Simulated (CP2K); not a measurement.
Consider ethynylketene at its PBE geometry (Å).

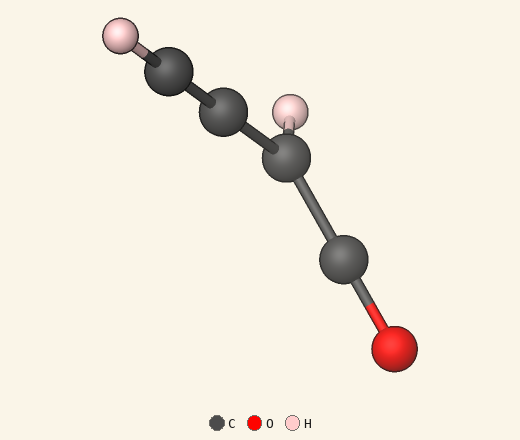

The molecule (carbon dark grey, oxygen red, hydrogen pink).

```xyz
7

C     1.8755   -0.0323   -0.4357
C     0.7320   -0.1719   -0.0466
C    -0.5929   -0.3502    0.4160
C    -1.5792    0.4613    0.0379
O    -2.4545    1.1687   -0.2895
H     2.8810    0.0853   -0.7790
H    -0.8619   -1.1609    1.0969
```

Method: CP2K XAS_TDP, all-electron GAPW, PBEh(45%), aug-cc-pVDZ, TDA, no relativity.

Question: Where do the O K-edge lines lie, and how strong are they?

Leading lines: O5 528.30 eV. The leading line of an atom is its first one with 35 % of the strongest within 2.5 eV of its lowest line over the strength cut. 

The first six lines of each atom with a strength over 0.0015:

```tsv
atom	energy (eV)	states	strength, one atom
O5 (bonded to C)	528.30	1	0.0428
	531.49	1	0.0266
	533.30	1	0.0027
	535.36	1	0.0064
	535.67	1	0.0029
	535.88	1	0.0050
```

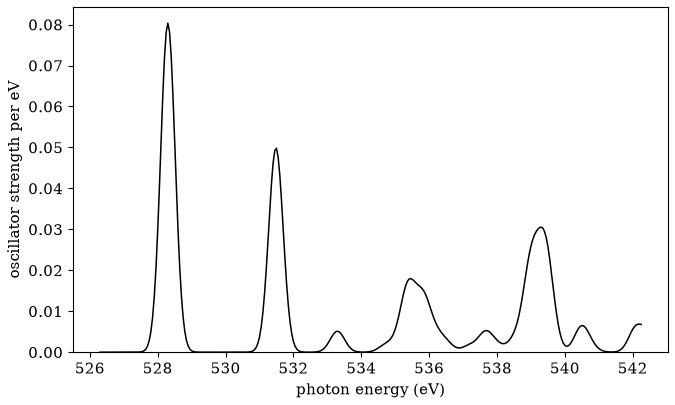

All atoms added, broadened by 0.5 eV.

Lines are vertical, at one geometry, with no vibrational structure. Without a correction of the core level, line positions, and the gaps between valence and Rydberg lines, follow the share of exact exchange. At this level such K lines come out 3 to 6 eV under measured ones. These values hold no scalar relativity, about 0.4 eV for O 1s. Rydberg lines, and the discretised continuum above threshold, depend on the basis and the box.

[Banner, clock and machine lines of the logs are left out without a mark of their own.]

[Logs are printed without paths, hosts, clocks, repeated set-up lines and the standing remarks that a program may print on its own settings, such as how far it seeks lower states.]

[Hosts, paths, dates, database ids (printed as entryN), source tags and the programs' standing remarks are cut or masked in the printed files.]
